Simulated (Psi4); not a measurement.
**CH5BO2 (SMILES COBO) at HF/STO-3G**

What is the vertical ionisation energy of CH5BO2 at HF/STO-3G? 

Program for the calculation: Psi4 1.11.

1 further run of the same task is left out (set aside as unsound or not needed). Runs told in other sessions of the task aren't counted.

**1. The structure to begin with**

The species is CH5BO2 (9 atoms), meant as a singlet with charge 0. As SMILES, `COBO`. The coordinates come from a PBE0-D4/def2-TZVP relaxation. This is one conformer, not always the lowest.

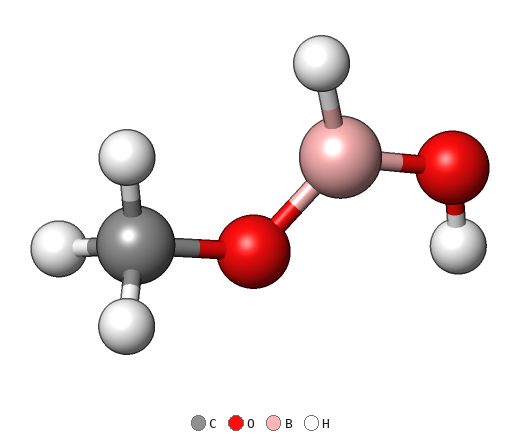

The structure, seen from a chosen angle (carbon grey, oxygen red, boron pink, hydrogen white).

**2. The energy at HF/STO-3G**

job.json reads:

```json
{
  "schema_name": "qcschema_input",
  "schema_version": 1,
  "molecule": {
    "schema_name": "qcschema_molecule",
    "schema_version": 2,
    "symbols": ["C", "O", "B", "O", "H", "H", "H", "H", "H"],
    "geometry": [0.53252482, 1.51537138, -1.9981964, -0.21448392, 0.85944744, 0.47432126, -0.25492405, -1.57622056, 1.26914007, -0.99135032, -2.11365867, 3.66323409, 1.07355341, -0.15080014, -3.0946155, 2.13803614, 2.80888891, -1.90144243, -1.02952279, 2.47081691, -2.95118529, 0.34752063, -3.2850999, -0.08995096, -1.43411316, -0.61661763, 4.59619188],
    "molecular_charge": 0,
    "molecular_multiplicity": 1,
    "fix_symmetry": "c1",
    "fix_com": true,
    "fix_orientation": true
  },
  "driver": "energy",
  "model": {
    "method": "scf",
    "basis": "STO-3G"
  },
  "keywords": {
    "puream": true,
    "e_convergence": 1e-09,
    "d_convergence": 1e-08,
    "scf_type": "pk"
  }
}
```

Started as:

```sh
$ psi4 --qcschema job.json -n 1 --memory 2200MB
```

stdout:

```text
[...]
  Running in c1 symmetry.
[...]
  Nuclear repulsion =  115.438950572107530
[...]
  Multiplicity = 1
[...]
  Nalpha       = 16
  Nbeta        = 16
[...]
    Number of basis functions: 25
[...]
   @RHF iter   1:  -212.39311446182390   -2.88567e+00   1.32509e-02 ADIIS/DIIS
[...]
   @RHF iter  11:  -212.46903856019432   -3.69482e-13   3.22470e-09 DIIS
[...]
    Orbital Energies [Eh]
    ---------------------
    Doubly Occupied:
       1A    -20.270827     2A    -20.267525     3A    -11.106479
       4A     -7.431347     5A     -1.316626     6A     -1.272244
       7A     -0.896908     8A     -0.675697     9A     -0.620937
      10A     -0.591084    11A     -0.583286    12A     -0.488665
      13A     -0.451772    14A     -0.432864    15A     -0.383611
      16A     -0.351952
[...]
  @RHF Final Energy:  -212.46903856019432
   => Energetics <=
    Nuclear Repulsion Energy =            115.4389505721075295
    One-Electron Energy =                -521.5323326815230303
    Two-Electron Energy =                 193.6243435492212086
    Total Energy =                       -212.4690385601943206
[...]
 Multipole Moments:
 ------------------------------------------------------------------------------------
     Multipole            Electronic (a.u.)      Nuclear  (a.u.)        Total (a.u.)
 ------------------------------------------------------------------------------------
 L = 1.  Multiply by 2.5417464519 to convert [e a0] to [Debye]
 Dipole X            :          6.6834466           -6.6306710            0.0527756
 Dipole Y            :          8.1207434           -7.5953762            0.5253672
 Dipole Z            :        -24.3267558           24.0159624           -0.3107934
 Magnitude           :                                                    0.6126896
[...]
```

The result, in JSON:

```text
{
 "driver": "energy",
 "model": {
  "method": "scf",
  "basis": "STO-3G"
 },
 "success": true,
 "return_result": -212.46903856019432,
 "properties": {
  "calcinfo_nbasis": 25,
  "calcinfo_nmo": 25,
  "calcinfo_nalpha": 16,
  "calcinfo_nbeta": 16,
  "calcinfo_natom": 9,
  "nuclear_repulsion_energy": 115.43895057210753,
  "return_energy": -212.46903856019432,
  "scf_one_electron_energy": -521.532332681523,
  "scf_two_electron_energy": 193.6243435492212,
  "scf_dipole_moment": [0.0527756287947021, 0.5253672026622542, -0.3107933963319063],
  "scf_total_energy": -212.46903856019432,
  "scf_iterations": 11
 }
}
```

Run time: 1.4 s. Hardware: 1 thread of AMD EPYC 9R45 (Zen 5), shared host; peak memory 0.18 GiB.

**3. The doublet cation: energy and gradient at UHF/STO-3G**

job.dat reads:

```
memory 2200 mb

molecule system {
  1 2
  C
  O 1 1.410195
  B 2 1.355959 1 121.7479
  O 3 1.355649 2 119.59263 1 -179.89416
  H 1 1.093615 2 111.54184 3 -0.9633
  H 1 1.092237 5 109.05593 2 120.68693
  H 1 1.092345 6 108.6743 5 -118.76335
  H 3 1.198599 4 118.6157 2 179.93643
  H 4 0.962402 3 112.12947 8 179.98551
  symmetry c1
}

set basis STO-3G
set reference uhf
set puream true
set e_convergence 1e-09
set d_convergence 1e-08
set scf_type pk
set maxiter 100

result, w = gradient("hf", return_wfn=True)
oeprop(w, "DIPOLE", "MAYER_INDICES", "WIBERG_LOWDIN_INDICES")
print_variables()
```

Started as:

```sh
$ psi4 job.dat job.out -n 1
```

job.out, cut to the lines that bear on the results:

```text
[...]
  Running in c1 symmetry.
[...]
  Nuclear repulsion =  115.438973459004870
[...]
  Multiplicity = 2
[...]
  Nalpha       = 16
  Nbeta        = 15
[...]
    Number of basis functions: 25
[...]
   @UHF iter   1:  -212.06628812727536   -2.55884e+00   1.43701e-02 ADIIS/DIIS
[...]
   @UHF iter  22:  -212.19638397669866   -3.97904e-13   6.39349e-09 DIIS
[...]
   @S^2 Observed:                9.092189487E-01
[...]
  @UHF Final Energy:  -212.19638397669866
   => Energetics <=
    Nuclear Repulsion Energy =            115.4389734590048704
    One-Electron Energy =                -510.6916044535063293
    Two-Electron Energy =                 183.0562470178028320
    Total Energy =                       -212.1963839766986553
  UHF NO Occupations:
  HONO-2 :   14  A 1.9985863
  HONO-1 :   15  A 1.9215477
  HONO-0 :   16  A 1.0000000
  LUNO+0 :   17  A 0.0784523
  LUNO+1 :   18  A 0.0014137
[...]
  -Total Gradient:
     Atom            X                  Y                   Z
    ------   -----------------  -----------------  -----------------
       1       -0.000658261442     0.008496928315     0.061681644598
       2        0.000338712735    -0.067392760219    -0.008396372497
       3       -0.000200260350     0.115731305292    -0.046599198350
       4       -0.000067354829     0.022703911502     0.044466482831
       5        0.000065023983     0.002158172537    -0.003912084288
       6       -0.005273706194    -0.006540307947    -0.005044002158
       7        0.005601952047    -0.006333477554    -0.005241824691
       8        0.000094712141    -0.025738157722    -0.008837007031
       9        0.000099181910    -0.043085614203    -0.028117638414
[...]
 Multipole Moments:
 ------------------------------------------------------------------------------------
     Multipole            Electronic (a.u.)      Nuclear  (a.u.)        Total (a.u.)
 ------------------------------------------------------------------------------------
 L = 1.  Multiply by 2.5417464519 to convert [e a0] to [Debye]
 Dipole X            :         -0.0044654            0.0011936           -0.0032718
 Dipole Y            :         -0.1053802            0.8943942            0.7890140
 Dipole Z            :          4.1561219           -4.5952492           -0.4391273
 Magnitude           :                                                    0.9029876
[...]
```

Wall time 1.7 s (1 thread of AMD EPYC 9R45 (Zen 5), shared host); peak memory 0.18 GiB.

**4. Results**

At HF/STO-3G:

```
                                          quantity          value
                      singlet CH5BO2: total energy  -212.46904 Eh
                     singlet CH5BO2: dipole moment         1.56 D
                       singlet CH5BO2: HOMO energy       -9.58 eV
                       singlet CH5BO2: LUMO energy        9.74 eV
                     singlet CH5BO2: HOMO–LUMO gap       19.32 eV
                      doublet cation: total energy  -212.19638 Eh
doublet cation: HOMO energy (highest over α and β)      -17.18 eV
 doublet cation: LUMO energy (lowest over α and β)       -5.24 eV
                              doublet cation: ⟨S²⟩          0.909
          doublet cation: largest force on an atom     6.415 eV/Å
vertical ionisation energy (to the doublet cation)       7.419 eV
```

**Reading.** Removing an electron at fixed nuclei costs 7.42 eV (171 kcal/mol). −ε(HOMO) before ionisation, 9.58 eV, is 2.16 eV above this ionisation energy. In a minimal basis such a difference can be off by several eV, whatever the method. ⟨S²⟩ (doublet cation) is 0.91 where a pure doublet has 0.75: the reference is spin-contaminated.
